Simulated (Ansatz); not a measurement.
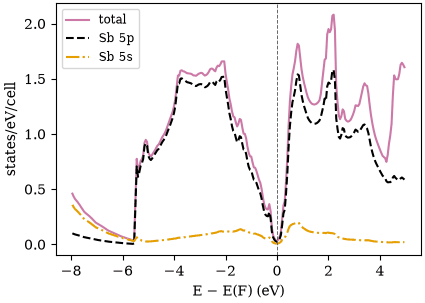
*Total and projected density of states of Sb (A7 (α-As type), R-3m), the program Ansatz at the r²SCAN level (PAW)*

**Question.** Which orbitals carry the states next to the Fermi level?

**Answer.** Within 0.5 eV of the Fermi level: Sb 5p 81 %, Sb 5s 15 %. Projections are on Löwdin-orthogonalised atomic valence shells; empty p or d shells of many metals are not among them.

**Question.** Where is the tallest occupied peak in this window, and what makes it?

**Answer.** Near -2.0 eV, about 1.7 states/eV per cell; the largest projected share is Sb 5p.

The r²SCAN relaxation kept the symmetry of its start; of distortions, only those at the zone centre were tested. Spin–orbit coupling is left out wherever it is not named.

Potentials: the earlier of the program's two PAW sets.
